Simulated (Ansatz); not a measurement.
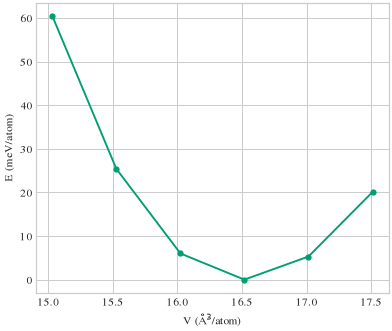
NbNF$_{2}$ in space group P4/mmm (No. 123; Nb on 1a, N on 1b, F on 2f) under volume change, DFT-PBE in the program Ansatz with PAW potentials, shape and atoms relaxed at each volume.

### Question
What does a third-order Birch–Murnaghan fit give for V₀, B₀ and B′?

### Answer
V₀ = 16.52 Å³/atom, B₀ = 121 GPa, B′ = 4.5.

The start of the workflow was typed in or built on a structure type; neither database checked (COD, Materials Project) lists it. Whether it is the stable phase at ambient conditions was not checked. Symmetry was held in the PBE relaxation; whether a distortion lowers the energy is not shown. Spin order of the final state: ferromagnetic, the only order run, not a proven ground state. The cell computed holds one magnetic atom, so no antiferromagnetic order was within reach. No Hubbard U is applied.

Potentials: the earlier of the program's two PAW sets.
